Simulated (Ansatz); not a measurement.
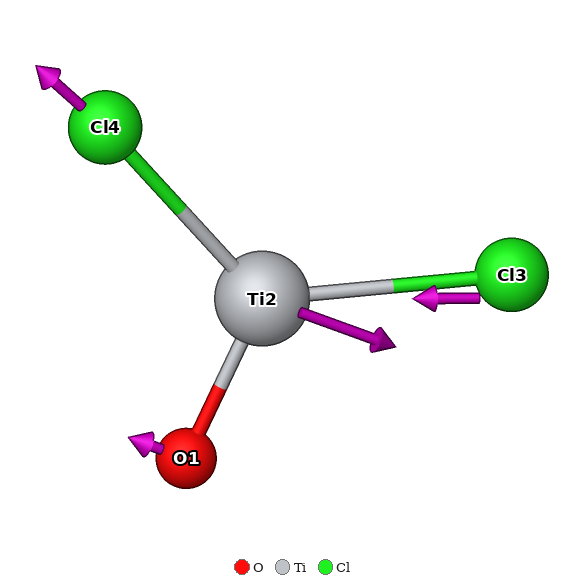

The arrows show one normal mode. The species is neutral and a spin singlet. Harmonic vibrations computed with RKS PBE0-D4/def2-TZVP (Ansatz 0.2.0) at a stationary point of the same level.

At what wavenumber does it lie?

Answer. 527 cm⁻¹; it is mode 5 of 6 counted from the lowest.
